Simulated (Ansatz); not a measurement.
## AlTlVS4, from a guessed structure to a relaxed one

This structure for AlTlVS4 is made up. Its elements were placed in a known structure type with a cell scaled to their sizes. What cell does the guess relax to, and how far off was it?

Program: Ansatz 0.2.0. Level of theory: DFT, PBEsol, plane-wave PAW, files of the set soft_1, scalar-relativistic, ferromagnetic start, cell and ions relaxed at zero pressure; PAW set soft_1, in the first sound run; inputs show where later runs differ. Results are calculated unless marked as measured.

**1. Set-up**

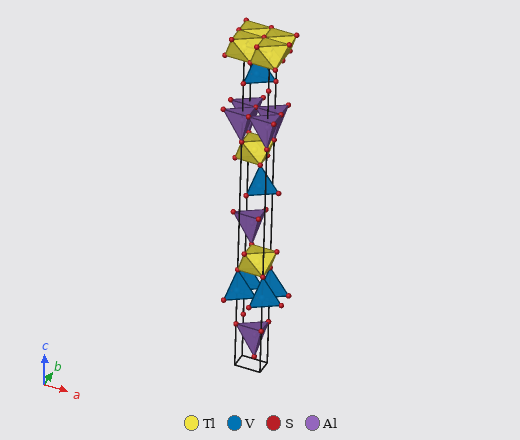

Start, viewed slightly off an axis; thallium yellow, vanadium blue, sulfur red, aluminium purple. This picture shows the conventional cell, with its axes. Bonds to atoms that aren't drawn are left out. Some periodic images of atoms are drawn too.

As a file:

```cif
data_structure
_symmetry_space_group_name_H-M 'R3m:H'
_symmetry_Int_Tables_number 160
_cell_length_a 3.9330
_cell_length_b 3.9330
_cell_length_c 38.4770
_cell_angle_alpha 90.000
_cell_angle_beta 90.000
_cell_angle_gamma 120.000
_cell_volume 515.44
loop_
_atom_site_label
_atom_site_type_symbol
_atom_site_symmetry_multiplicity
_atom_site_Wyckoff_symbol
_atom_site_fract_x
_atom_site_fract_y
_atom_site_fract_z
_atom_site_occupancy
Tl1 Tl 3 a 0.66667 0.33333 0.32910 1
V1 V 3 a 0.00000 0.00000 0.23310 1
S1 S 3 a 0.00000 0.00000 0.29850 1
S2 S 3 a 0.66667 0.33333 0.03210 1
S3 S 3 a 0.66667 0.33333 0.21520 1
S4 S 3 a 0.00000 0.00000 0.12890 1
Al1 Al 3 a 0.66667 0.33333 0.09990 1
```

**2. Relaxation of the guess**

The guessed cell has no reason to be at equilibrium. It is relaxed with the atoms, within the space group of the guess.

File input.yaml:

```yaml
crystal:
  lattice:
    - [1.9665, 1.135359304, 12.825666667]
    - [-1.9665, 1.135359304, 12.825666667]
    - [0.0, -2.270718609, 12.825666667]
  atoms:
    - { symbol: Tl, position: [0.99576666, 0.99576666, 0.99576666] }
    - { symbol: V, position: [0.233099993, 0.233099993, 0.233099993], spin: 2.0 }
    - { symbol: S, position: [0.298499993, 0.298499993, 0.298499993] }
    - { symbol: S, position: [0.69876666, 0.69876666, 0.69876666] }
    - { symbol: S, position: [0.88186666, 0.88186666, 0.88186666] }
    - { symbol: S, position: [0.128899993, 0.128899993, 0.128899993] }
    - { symbol: Al, position: [0.76656666, 0.76656666, 0.76656666] }
magnetization:
  spin_polarized: true
kpoints:
  mp_grid: { grid: [8, 8, 8] }
scf:
  occupations: { method: fermi_dirac, width: 0.05 }
hamiltonian:
  xc: pbesol
  pseudopotentials: { kind: paw, azcp: { folder: soft_1 }, xc_functional: pbe }
relax:
  f_tol: 0.015
  max_steps: 70
  cell: {}
output:
  forces: true
  stress: true
```

Started as:

```
> ansatz run input.yaml --threads 4 --pin off --max-ram 10240MiB --backend cpu --events-out ev --progress --plain --runs-dir out
```

Numbers of over 12 decimals in the logs are rounded to 6 here.

The program printed:

```text
basis.fft_grid_basis auto: the FFT boxes are laid along the combinations [[1, 0, -1], [0, 1, -1], [0, 0, 1]] of the cell's own vectors, 3.933, 3.933 and 13.025 Å long. The dense box has 27×27×90 points. Along the cell's own vectors, as sized, it would have 90×90×90, 11.11 times as many. Of the 6 symmetry operations that the crystal satisfies within crystal.symmetry.tolerance (time reversal apart; of a slab, those tha [...]
Engine: ansatz 0.2.0, aarch64-unknown-linux-gnu
Pseudopotentials: kind: paw
Pseudopotential: Tl, paw, valence charge 13, recommended cutoff 420 eV (normal), soft_1/Tl.paw.azcp
Pseudopotential: V, paw, valence charge 13, recommended cutoff 420 eV (normal), soft_1/V.paw.azcp
Pseudopotential: S, paw, valence charge 6, recommended cutoff 420 eV (normal), soft_1/S.paw.azcp
Pseudopotential: Al, paw, valence charge 3, recommended cutoff 420 eV (normal), soft_1/Al.paw.azcp
Functional definition: PBEsol
  exchange = pbesol_x
  correlation = pbesol_c
Crystal: 7 atoms, lattice volume = 171.814 Å³
Basis set: ecut = 420 eV, 3403 PW (Γ), FFT grids on a1−a3, a2−a3, a3, exchange–correlation on 54×54×180 points (8 copies of the dense FFT grid, shifted against one another)
Bands: 35, of which v1, the nominal top of the filled ones, is band 27 counted from 1 (26 counted from 0)
Symmetry: 6 space group operations
Space group: R3m (ITA 160), of the structure as read, at distance tolerance 5.6e-5 Å
Magnetic group: BNS 160.65 (UNI 1295), of the structure as read, at distance tolerance 5.6e-5 Å
k-points: 65 of 512 (time reversal used)
Non-local potential: Tl, projectors of the file, l = 0: 2, l = 1: 2, l = 2: 2, l = 3: 1
Non-local potential: V, projectors of the file, l = 0: 3, l = 1: 2, l = 2: 3, l = 3: 1
Non-local potential: S, projectors of the file, l = 0: 2, l = 1: 2, l = 2: 1
Non-local potential: Al, projectors of the file, l = 0: 2, l = 1: 2, l = 2: 1
PAW form: soft (Blöchl's): semilocal exchange-correlation on the pseudo side does not see the compensation charge
PAW frozen core: Tl, regenerated for the run's functional, and the local potential with it (the file was generated under x = pbe(κ = 0.804, μ = 0.219515), c = pbe(β = 0.066725))
PAW frozen core: V, regenerated for the run's functional, and the local potential with it (the file was generated under x = pbe(κ = 0.804, μ = 0.219515), c = pbe(β = 0.066725))
PAW frozen core: S, regenerated for the run's functional, and the local potential with it (the file was generated under x = pbe(κ = 0.804, μ = 0.219515), c = pbe(β = 0.066725))
PAW frozen core: Al, regenerated for the run's functional, and the local potential with it (the file was generated under x = pbe(κ = 0.804, μ = 0.219515), c = pbe(β = 0.066725))
PAW one-centre angular grid: Tl, 590 points (default); XC on 64 Gauss nodes
PAW one-centre angular grid: V, 590 points (default); XC on 64 Gauss nodes
PAW one-centre angular grid: S, 110 points (default); XC on 64 Gauss nodes
PAW one-centre angular grid: Al, 110 points (default); XC on 64 Gauss nodes
Initial density: superposition of atomic densities (chi_scale 0.1, normalization cell, long waves 4 % of neutral atoms (reshape's long-wave potential 1.04 eV rms, cloud 2.58 Å wide))
Starting moments: Σ|m| = 2 μB on 1 of 7 sites
Initial wavefunctions: pseudopotential atomic-orbital guess
Functional: x = pbesol(κ = 0.804, μ = 0.123457), c = pbesol(β = 0.046)
SCF iter   1: F=—  HF=-18250.955533 eV  |F-HF|=—  |Δ(HF+E_count)|=         —  Δρ=2.89e-2 (↑2.89e-2 ↓1.85e-2)  dr2=1.52e1  dr2_m=1.52e-1  M=2.225 μB ∫|m|=2.358 μB  β_m=0.30  ethr=3.10e-3  ⟨swp⟩=9.3  Hψ=25201  notcnv=0
Mixer restart at iter 1: flushing history
preconditioner: auto → Kerker (q_TF=auto, 2.243 Å⁻¹)  [metal: Δε(μ)=0.036 eV  Ē_g=9.482 eV  σ=0.050 eV  W_gap=0.17  n_scr=38 (ndim 8)  ℏωp=19.0 eV  f_vac=0.012  D(μ)=3.16/eV (n_scr^D=6)]
spin=Collinear: Kerker preconditioning applied to the charge; magnetization (m = ρ↑ − ρ↓) channel mixes plain (no charge-response kernel on spin).
SCF iter   2: F=—  HF=-18251.016114 eV  |F-HF|=—  |Δ(HF+E_count)|=   6.06e-2  Δρ=1.91e-2 (↑1.91e-2 ↓1.32e-2)  dr2=1.02e1  dr2_m=7.01e-2  M=2.264 μB ∫|m|=2.409 μB  β_m=0.61  ethr=3.10e-3  ⟨swp⟩=2.8  Hψ=7305  notcnv=0  defer=108
SCF iter   3: F=—  HF=-18250.167666 eV  |F-HF|=—  |Δ(HF+E_count)|=   8.48e-1  Δρ=7.65e-3 (↑7.65e-3 ↓4.42e-3)  dr2=3.98e0  dr2_m=1.36e-2  M=2.425 μB ∫|m|=2.656 μB  β_m=0.62  ethr=3.10e-3  ⟨swp⟩=3.3  Hψ=8716  notcnv=0  defer=107
SCF iter   4: F=—  HF=-18249.628706 eV  |F-HF|=—  |Δ(HF+E_count)|=   5.39e-1  Δρ=6.59e-3 (↑6.59e-3 ↓5.28e-3)  dr2=1.61e0  dr2_m=6.28e-3  M=2.510 μB ∫|m|=2.800 μB  β_m=0.81  ethr=3.10e-3  ⟨swp⟩=3.2  Hψ=7578  notcnv=0  defer=116
SCF iter   5: F=—  HF=-18249.461629 eV  |F-HF|=—  |Δ(HF+E_count)|=   1.67e-1  Δρ=3.61e-3 (↑3.61e-3 ↓2.67e-3)  dr2=3.55e-1  dr2_m=1.94e-3  M=2.504 μB ∫|m|=2.824 μB  β_m=0.90  ethr=3.04e-3  ⟨swp⟩=3.2  Hψ=7149  notcnv=0  defer=137
SCF iter   6: F=—  HF=-18249.435823 eV  |F-HF|=—  |Δ(HF+E_count)|=   2.58e-2  Δρ=2.30e-3 (↑2.30e-3 ↓1.62e-3)  dr2=1.50e-1  dr2_m=4.83e-4  M=2.527 μB ∫|m|=2.825 μB  β_m=0.95  ethr=6.70e-4  ⟨swp⟩=3.2  Hψ=6229  notcnv=0  defer=161
SCF iter   7: F=—  HF=-18249.426519 eV  |F-HF|=—  |Δ(HF+E_count)|=         —  Δρ=8.43e-4 (↑6.50e-4 ↓8.43e-4)  dr2=1.03e-2  dr2_m=7.95e-5  M=2.533 μB ∫|m|=2.831 μB  β_m=0.95  ethr=2.83e-4  ⟨swp⟩=3.6  Hψ=6579  notcnv=0  defer=156
Mixer restart at iter 7: flushing history
SCF iter   8: F=—  HF=-18249.427779 eV  |F-HF|=—  |Δ(HF+E_count)|=   1.26e-3  Δρ=1.46e-3 (↑1.46e-3 ↓3.59e-4)  dr2=7.45e-3  dr2_m=8.07e-4  M=2.511 μB ∫|m|=2.805 μB  β_m=0.80  ethr=1.94e-5  ⟨swp⟩=2.1  Hψ=9241  notcnv=0  defer=152
SCF iter   9: F=—  HF=-18249.428253 eV  |F-HF|=—  |Δ(HF+E_count)|=   4.74e-4  Δρ=4.12e-4 (↑4.12e-4 ↓2.32e-4)  dr2=2.12e-3  dr2_m=3.86e-5  M=2.524 μB ∫|m|=2.819 μB  β_m=0.83  ethr=1.41e-5  ⟨swp⟩=2.1  Hψ=8752  notcnv=0  defer=154
SCF iter  10: F=—  HF=-18249.428437 eV  |F-HF|=—  |Δ(HF+E_count)|=   1.84e-4  Δρ=1.93e-4 (↑1.93e-4 ↓1.38e-4)  dr2=1.06e-3  dr2_m=4.22e-6  M=2.521 μB ∫|m|=2.815 μB  β_m=0.92  ethr=3.99e-6  ⟨swp⟩=1.0  Hψ=4551  notcnv=0  defer=153
SCF iter  11: F=—  HF=-18249.428551 eV  |F-HF|=—  |Δ(HF+E_count)|=   1.14e-4  Δρ=2.11e-4 (↑2.11e-4 ↓5.46e-5)  dr2=4.33e-4  dr2_m=1.26e-5  M=2.522 μB ∫|m|=2.816 μB  β_m=0.96  ethr=1.99e-6  ⟨swp⟩=1.3  Hψ=4625  notcnv=0  defer=155
SCF iter  12: F=—  HF=-18249.428520 eV  |F-HF|=—  |Δ(HF+E_count)|=   3.07e-5  Δρ=4.53e-5 (↑4.53e-5 ↓2.32e-5)  dr2=5.54e-5  dr2_m=5.61e-7  M=2.521 μB ∫|m|=2.814 μB  β_m=0.98  ethr=8.17e-7  ⟨swp⟩=2.3  Hψ=6448  notcnv=0  defer=155
[...]
relax step  12: F+E_penalty+E_count = -18251.29673955 eV  Δ(F+E_penalty+E_count) = -6.321e-5 eV  max|allowed force component| = 6.406e-3 eV/Å  Δτ_max = 0.0056 Å  P = +0.010 GPa  Ω = 164.186 Å³  energy of the carried Pulay correction = +1.302e-3 eV  (11 SCF iters, dr2 threshold 3.25e-8 eV, accepted)
relax step  13: F+E_penalty+E_count = -18251.29715443 eV  Δ(F+E_penalty+E_count) = -4.149e-4 eV  max|allowed force component| = 6.355e-3 eV/Å  Δτ_max = 0.0000 Å  P = +0.023 GPa  Ω = 164.186 Å³  stress off target by 5.97e-2 GPa  SCF on the basis re-selected at this cell (its energy is not comparable with the rows above)  (15 SCF iters)
relax step  14: F+E_penalty+E_count = -18251.29719206 eV  Δ(F+E_penalty+E_count) = -3.764e-5 eV  max|allowed force component| = 6.731e-3 eV/Å  Δτ_max = 0.0046 Å  P = +0.008 GPa  Ω = 164.477 Å³  energy of the carried Pulay correction = -5.568e-5 eV  (11 SCF iters, dr2 threshold 8.93e-9 eV, accepted)
relax step  15: F+E_penalty+E_count = -18251.29719480 eV  Δ(F+E_penalty+E_count) = -2.735e-6 eV  max|allowed force component| = 5.144e-3 eV/Å  Δτ_max = 0.0049 Å  P = -0.002 GPa  Ω = 164.684 Å³  energy of the carried Pulay correction = -9.442e-5 eV  (14 SCF iters, accepted)
iter 1 solved again at ethr=4.27e-6 eV; its pass at ethr=3.10e-3 eV (dr2=2.26e-3 eV) is discarded
SCF iter   1: F=—  HF=-18251.297157 eV  |F-HF|=—  |Δ(HF+E_count)|=         —  Δρ=4.42e-5 (↑4.42e-5 ↓4.03e-5)  dr2=3.58e-7  dr2_m=9.04e-9  M=0.651 μB ∫|m|=0.959 μB  β_m=0.65  ethr=4.27e-6  ⟨swp⟩=3.0  Hψ=34526  notcnv=0
eigensolver tolerance schedule: the retry pair's looser diagonalisation over-reported the residual by 6317.38 of it (diagonalisation noise at an unbounded share of the residual, at the tolerance the schedule requests for it); recorded, not acted on — ethr = c·dr2/N_el stays at c = 1.0e-1
spin=Collinear: Kerker preconditioning applied to the charge; magnetization (m = ρ↑ − ρ↓) channel mixes plain (no charge-response kernel on spin).
SCF iter   2: F=—  HF=-18251.297279 eV  |F-HF|=—  |Δ(HF+E_count)|=   1.22e-4  Δρ=1.59e-5 (↑1.59e-5 ↓1.45e-5)  dr2=9.02e-8  dr2_m=1.07e-9  M=0.651 μB ∫|m|=0.959 μB  β_m=0.55  ethr=6.75e-10  ⟨swp⟩=4.3  Hψ=11684  notcnv=0
SCF iter   3: F=—  HF=-18251.297293 eV  |F-HF|=—  |Δ(HF+E_count)|=   1.33e-5  Δρ=7.78e-6 (↑7.78e-6 ↓7.12e-6)  dr2=2.04e-8  dr2_m=3.49e-10  M=0.651 μB ∫|m|=0.959 μB  β_m=0.77  ethr=1.70e-10  ⟨swp⟩=2.1  Hψ=6084  notcnv=0
SCF iter   4: F=—  HF=-18251.297297 eV  |F-HF|=—  |Δ(HF+E_count)|=   4.22e-6  Δρ=3.24e-7 (↑3.24e-7 ↓3.01e-7)  dr2=3.23e-10  dr2_m=2.57e-12  M=0.651 μB ∫|m|=0.959 μB  β_m=0.76  ethr=3.86e-11  ⟨swp⟩=2.1  Hψ=6827  notcnv=0
SCF iter   5: F=—  HF=-18251.297296 eV  |F-HF|=—  |Δ(HF+E_count)|=   5.97e-7  Δρ=3.34e-7 (↑3.34e-7 ↓2.17e-7)  dr2=8.66e-10  dr2_m=6.36e-12  M=0.651 μB ∫|m|=0.959 μB  β_m=0.76  ethr=1.00e-12  ⟨swp⟩=2.2  Hψ=7980  notcnv=0
SCF iter   6: F=—  HF=-18251.297296 eV  |F-HF|=—  |Δ(HF+E_count)|=  7.28e-10  Δρ=2.06e-7 (↑2.06e-7 ↓1.92e-7)  dr2=7.65e-10  dr2_m=5.74e-13  M=0.651 μB ∫|m|=0.959 μB  β_m=0.88  ethr=1.00e-12  ⟨swp⟩=2.6  Hψ=7607  notcnv=0
SCF iter   7: F=—  HF=-18251.297296 eV  |F-HF|=—  |Δ(HF+E_count)|=  6.40e-10  Δρ=1.05e-7 (↑1.05e-7 ↓8.35e-8)  dr2=2.10e-10  dr2_m=3.66e-13  M=0.651 μB ∫|m|=0.959 μB  β_m=0.94  ethr=1.00e-12  ⟨swp⟩=2.0  Hψ=6768  notcnv=0
SCF iter   8: F=—  HF=-18251.297296 eV  |F-HF|=—  |Δ(HF+E_count)|=  7.64e-11  Δρ=6.17e-8 (↑6.17e-8 ↓3.85e-8)  dr2=6.32e-11  dr2_m=2.87e-13  M=0.651 μB ∫|m|=0.959 μB  β_m=0.97  ethr=1.00e-12  ⟨swp⟩=1.4  Hψ=4605  notcnv=0
SCF iter   9: F=—  HF=-18251.297296 eV  |F-HF|=—  |Δ(HF+E_count)|=  3.64e-12  Δρ=3.97e-8 (↑3.97e-8 ↓2.09e-8)  dr2=1.73e-11  dr2_m=1.65e-13  M=0.651 μB ∫|m|=0.959 μB  β_m=0.99  ethr=1.00e-12  ⟨swp⟩=1.0  Hψ=4550  notcnv=0
SCF iter  10: F=—  HF=-18251.297296 eV  |F-HF|=—  |Δ(HF+E_count)|=  1.46e-11  Δρ=7.42e-8 (↑7.42e-8 ↓6.26e-8)  dr2=9.24e-11  dr2_m=5.99e-14  M=0.651 μB ∫|m|=0.959 μB  β_m=0.99  ethr=1.00e-12  ⟨swp⟩=1.0  Hψ=4550  notcnv=0
SCF iter  11: F=-18251.297296 eV  HF=-18251.297296 eV  |F-HF|=7.28e-12  |Δ(HF+E_count)|=    0.00e0  Δρ=1.96e-8 (↑1.96e-8 ↓1.58e-8)  dr2=5.30e-12  dr2_m=6.05e-15  M=0.651 μB ∫|m|=0.959 μB  ethr=1.00e-12  ⟨swp⟩=3.0  Hψ=12769  notcnv=0
SCF 16 converged in 11 iterations: F = -18251.297296 eV  dr2 = 5.30e-12
relax step  16: F+E_penalty+E_count = -18251.29729614 eV  Δ(F+E_penalty+E_count) = -1.013e-4 eV  max|allowed force component| = 5.138e-3 eV/Å  Δτ_max = 0.0000 Å  P = -0.001 GPa  Ω = 164.684 Å³  stress off target by 5.21e-3 GPa  SCF on the basis re-selected at this cell (its energy is not comparable with the rows above)  (11 SCF iters)
basis re-selected at this cell: Δ(F+E_penalty+E_count) = -1.013e-4 eV, ΔP = +0.000 GPa vs the last step (what re-selecting the basis moved, of the pressure what is left beyond the Pulay correction that the steps carried, after the strain that the cell walked since its last selection, with what the two solves' SCF thresholds leave and, on support functions, any second-order correction that the steps lacked; it is no m [...]
SCF converged after 11 iterations
Magnetization: 0.6506 μB (26.8253 up, 26.1747 down)
Absolute magnetization: 0.9593 μB (∫|ρ↑−ρ↓|, with the PAW one-centre terms)
Spin contamination: 0.0326 ħ² per cell (⟨S²⟩ above its minimum at these occupations)
Per-site moments (μB) at R_I (Å): [(-0.00338013, 1.145321), (0.543077, 0.835285), (-0.063765, 0.835285), (-0.0038735, 0.890909), (-0.010843, 0.942025), (0.000138512, 0.967221), (-0.000130944, 0.890909)]
Free energy (F): -18251.297296 eV
Harris-Foulkes:  -18251.297296 eV  (|F-HF|=7.28e-12)
Internal energy: -18251.283269 eV  (E = F + TS)
E sigma→0 (E₀):  -18251.290283 eV
Entropy (-TS):   -0.014027 eV (-2.004 meV/atom)
Fermi energy:    5.886730 eV
--- Per-component energies (eV) ---
  E_band       = -338.443332
  E_kinetic    = 1006.092215
  E_local      = -4254.222350  (includes V_loc(G=0)·N_el)
  E_nonlocal   = 550.266702
  E_hartree    = 1740.132404
  E_xc         = -686.379814
  E_vxc        = -625.647739  (∫ρ·V_xc dr)
  E_paw        = -13962.976706  (= ΣΔE_a)
  E_vpaw       = -495.198009  (= ΣTr[D̂ρ^β])
  E_aug_tail   = 0.000943  (compensation charges beyond the density's cutoff)
  E_ewald      = -2644.651612
  E_core_change = 0.454949  (= ΣΔE_core)
  E_smearing   = -0.014027  (= −TS)
  E_closure    = -0.000000  (closes the sum)
  Σ components = -18251.297296   (vs F -18251.297296, Δ=0.00e0)
--- Forces (eV/Å), atoms counted from 1 ---
  atom   1  Tl     0.00000000     0.00000000    -0.00287918
  atom   2  V      0.00000000    -0.00000000     0.00510132
  atom   3  S      0.00000000     0.00000000    -0.00308145
  atom   4  S      0.00000000    -0.00000000     0.00513781
  atom   5  S      0.00000000     0.00000000    -0.00084070
  atom   6  S      0.00000000     0.00000000    -0.00007670
  atom   7  Al     0.00000000     0.00000000    -0.00336042
  max |Σ_I F_I| component: 6.84e-7 eV/Å
--- Stress (GPa, compression-positive) ---
        0.000674       0.000000       0.000000
        0.000000       0.000674       0.000000
        0.000000       0.000000      -0.005214
  P = ⅓ Tr σ = -0.0013 GPa (-0.013 kbar)
--- Relaxed structure (14 steps of the walk, 14 accepted, 2 SCFs on fresh bases) ---
  F+E_penalty+E_count = -18251.29729614 eV   max|allowed force component| = 5.138e-3 eV/Å   (the final SCF, on the basis selected at the relaxed cell)
  cell:  # Å, volume = 164.6835 Å³
    - [1.850326, 1.068286, 13.885551]
    - [-1.850326, 1.068286, 13.885551]
    - [0, -2.136572, 13.885551]
  atoms:
    - { symbol: Tl, position: [1.009994, 1.009994, 1.009994] }
    - { symbol: V, position: [0.226552, 0.226552, 0.226552] }
    - { symbol: S, position: [0.275162, 0.275162, 0.275162] }
    - { symbol: S, position: [0.719227, 0.719227, 0.719227] }
    - { symbol: S, position: [0.873860, 0.873860, 0.873860] }
    - { symbol: S, position: [0.127596, 0.127596, 0.127596] }
    - { symbol: Al, position: [0.771075, 0.771075, 0.771075] }
```

Run time: 6.7 min. Hardware: 4 threads of Arm Neoverse V1, shared host; peak memory 0.89 GiB.

Step by step:

```tsv
step	energy less that of the first step (eV)	largest force component (eV/Å)	pressure (GPa)	volume (Å³)
1	0.0000	3.0400	-3.76	171.81
2	-1.0498	1.9238	-3.84	168.08
3	-1.4530	1.8904	0.67	159.86
4	-1.5971	0.8138	-0.22	159.31
5	-1.6769	0.3838	0.36	155.11
6	-1.7122	0.2839	0.81	154.72
7	-1.7727	1.5105	1.20	156.64
8	-1.8119	1.4531	0.08	164.79
9	-1.8609	0.2697	0.02	162.40
10	-1.8664	0.1070	0.33	162.72
11	-1.8682	0.0193	0.09	163.67
12	-1.8682	0.0064	0.01	164.19
13*	-1.8686	0.0064	0.02	164.19
14	-1.8687	0.0067	0.01	164.48
15	-1.8687	0.0051	0.00	164.68
16*	-1.8688	0.0051	0.00	164.68
```

Relaxation steps marked * repeat the geometry before them on a plane-wave basis chosen anew for their cell, so energy and pressure can jump there.

The run keeps the 6 symmetry operations that it works with, so distortions that break them were not tested.

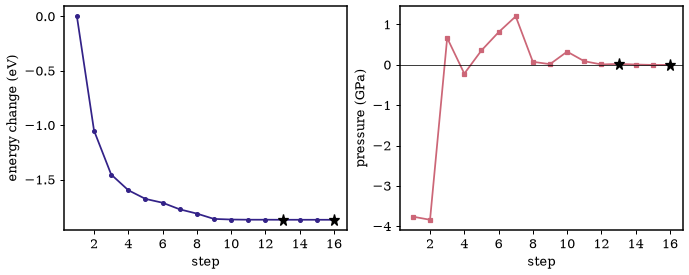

Energy and pressure along the relaxation. Stars mark steps on a basis chosen anew.

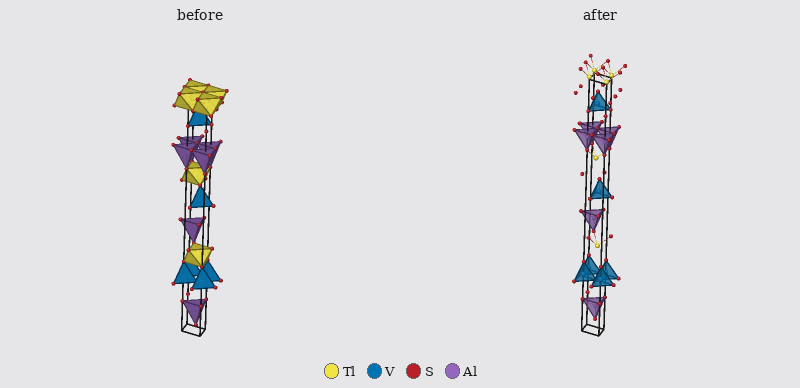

The structure before and after the relaxation, drawn at the same scale. Bonds to atoms that aren't drawn are left out.

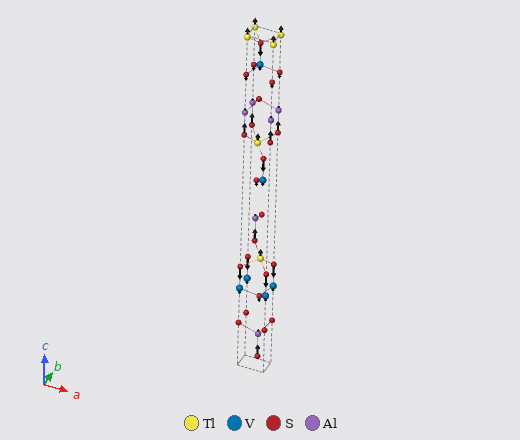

Displacements in the relaxation, exaggerated, measured against the changing cell; the longest in the cell stands for 0.97 Å. Bonds to atoms that aren't drawn are left out. Some periodic images of atoms are drawn too.

```tsv
conventional cell, symmetrised	before	after	change
a (Å)	3.933	3.701	-5.9 %
b (Å)	3.933	3.701	-5.9 %
c (Å)	38.477	41.657	+8.3 %
volume (Å³/atom)	24.54	23.53	-4.2 %
```

The atoms that moved most (Å, as changes of fractional coordinates times the final cell):

```tsv
atom	dx	dy	dz	length
S3	0.000	0.000	-0.972	0.972
S4	0.000	0.000	0.852	0.852
Tl1	0.000	0.000	0.593	0.593
S5	0.000	0.000	-0.334	0.334
V2	0.000	0.000	-0.273	0.273
Al7	0.000	0.000	0.188	0.188
S6	0.000	0.000	-0.054	0.054
```

Numbers from this step:

```yaml
free_energy: -18251.2973 eV
energy_at_zero_smearing: -18251.2903 eV
smearing_term_ts: 0.01403 eV
fermi_energy: 5.887 eV
magnetization: 0.6506 μB
absolute_magnetization: 0.9593 μB
site_moments: -0.003380, 0.5431, -0.06377, -0.003873, -0.01084, 1.39e-4, -1.31e-4 μB
electrons: 53
symmetry_operations: 6
pressure: -0.001288 GPa
```

Site moment by atom:

```tsv
atom	site moment (μB)
Tl1	-0.003
V2	0.543
S3	-0.064
S4	-0.004
S5	-0.011
S6	0.000
Al7	0.000
```

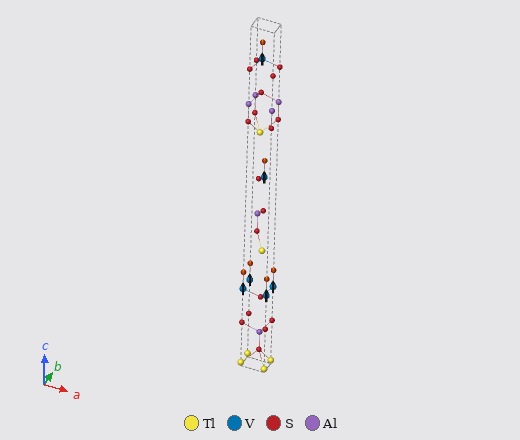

Site moment as arrows, the longest 0.543 μB. Up and down stand for the sign. Arrows give size and sign along the axis of quantisation, drawn up and down the page. Each arrow also spans its atom, so small moments look longer than they are. The two directions have two colours. Bonds to atoms that aren't drawn are left out. Some periodic images of atoms are drawn too.

[end of part 1 of 2]

[Logs are printed without paths, hosts, clocks, repeated set-up lines and the standing remarks that a program may print on its own settings, such as how far it seeks lower states.]

[Hosts, paths, dates, database ids (printed as entryN), source tags and the programs' standing remarks are cut or masked in the printed files.]
